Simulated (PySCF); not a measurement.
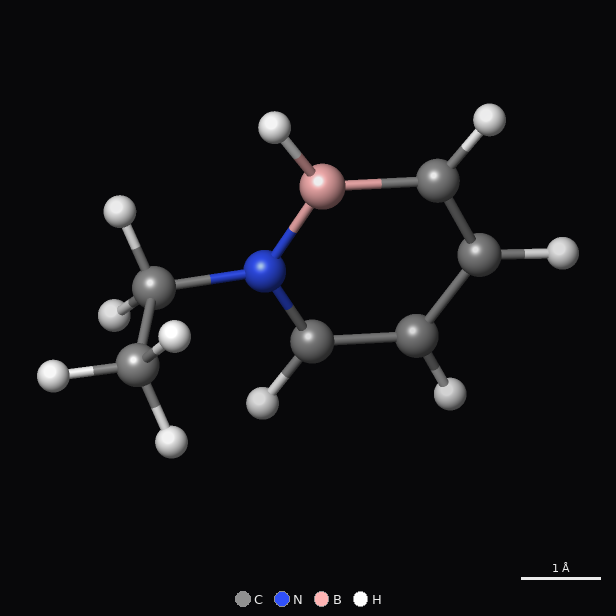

A ball-and-stick model of a molecule. Every bond is drawn as one stick, whatever its order.

The computed structure is the end point of a PBE0-D3(BJ)/def2-SVP optimisation. No frequency run is at hand to confirm it as a minimum.

> What is the molecular formula?

C₆H₁₀BN, 18 atoms: 6 carbon, 10 hydrogen, 1 boron and 1 nitrogen.

> Name some functional groups or characteristic bonds that it holds.

Among them: alkene, B–H bond.

More results for the same structure follow; atom numbers are the same in all pictures, views and colours differ.

Geometry

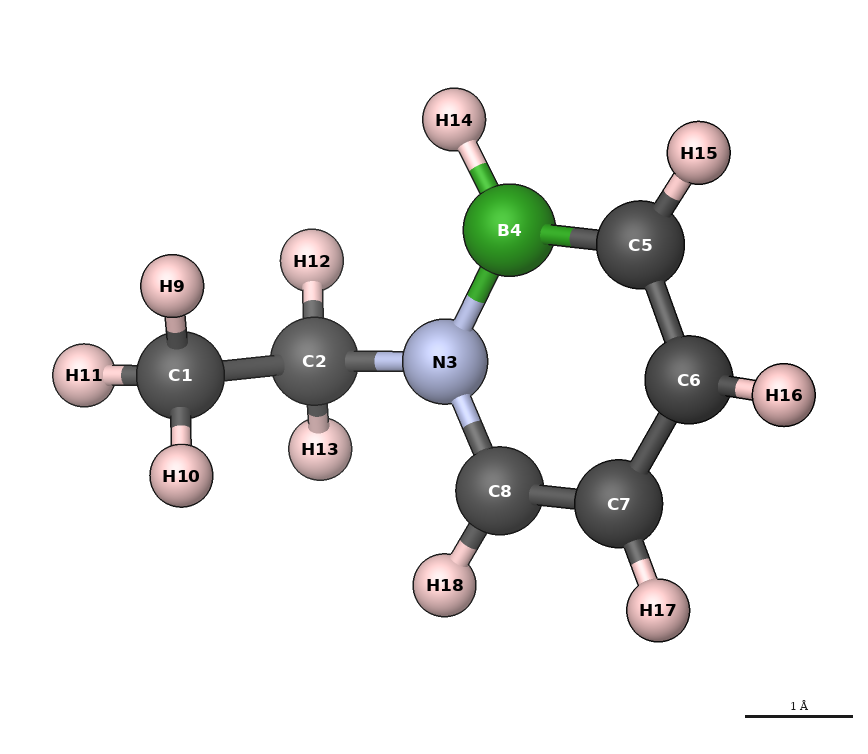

The atoms are numbered. No frequency run is at hand to confirm it as a minimum.

Give the bond lengths. Leave out bonds to hydrogen.

```tsv
bond	length (Å)	order
C1–C2	1.518	single
C2–N3	1.460	single
N3–B4	1.440	single
N3–C8	1.360	single
B4–C5	1.512	single
C5–C6	1.376	delocalised
C6–C7	1.419	delocalised
C7–C8	1.369	double
```

Electronic properties

No frequency run is at hand to confirm it as a minimum. Method: B3LYP/def2-TZVP, gas phase (PySCF 2.14.0).

> Give the LUMO energy (Kohn–Sham orbital) at this level.

−0.92 eV.

> Estimate the HOMO energy (Kohn–Sham orbital).

−6.18 eV.

> Estimate the dipole moment.

2.24 D.

Quadrupole coupling

No frequency run is at hand to confirm it as a minimum. Electric field gradients from the ground-state density, B3LYP/def2-TZVP (PySCF 2.14.0), non-relativistic apart from any core potentials.

Give the largest field-gradient component, the quadrupole coupling constant and the asymmetry for 14N at N3 (Q = 20.44 mb), 11B at B4 (Q = 40.59 mb), 2H at H9 (Q = 2.86 mb), 2H at H10 (Q = 2.86 mb), 2H at H11 (Q = 2.86 mb), 2H at H12 (Q = 2.86 mb).

```csv
atom,V_zz (a.u.),e²qQ/h (MHz),η
N3,0.407,1.95,0.17
B4,0.346,3.30,0.49
H9,0.277,0.186,0.03
H10,0.277,0.186,0.03
H11,0.279,0.188,0.03
H12,0.271,0.182,0.06
```

Spin–spin coupling

No frequency run is at hand to confirm it as a minimum. Properties computed with B3LYP/pcJ-0 indirect spin-spin coupling, non-relativistic, gas phase (PySCF 2.14.0). Isotopes: 11B, 13C, 1H, 15N.

Give the spin–spin coupling constants of these pairs, with the number of bonds between them: C2/N3, B4/H14, C2/B4, N3/H14, B4/C6, B4/H15, B4/C8, N3/H15, B4/H18, B4/H12, B4/H16, B4/C7.

```json
{"pair": "C2, N3", "bonds apart": "1", "J (Hz)": "−5.1"}
{"pair": "B4, H14", "bonds apart": "1", "J (Hz)": "134.6"}
{"pair": "C2, B4", "bonds apart": "2", "J (Hz)": "1.0"}
{"pair": "N3, H14", "bonds apart": "2", "J (Hz)": "−2.7"}
{"pair": "B4, C6", "bonds apart": "2", "J (Hz)": "−3.4"}
{"pair": "B4, H15", "bonds apart": "2", "J (Hz)": "1.0"}
{"pair": "B4, C8", "bonds apart": "2", "J (Hz)": "−2.4"}
{"pair": "N3, H15", "bonds apart": "3", "J (Hz)": "−3.1"}
{"pair": "B4, H18", "bonds apart": "3", "J (Hz)": "3.4"}
{"pair": "B4, H12", "bonds apart": "3", "J (Hz)": "2.9"}
{"pair": "B4, H16", "bonds apart": "3", "J (Hz)": "6.7"}
{"pair": "B4, C7", "bonds apart": "3", "J (Hz)": "5.7"}
```
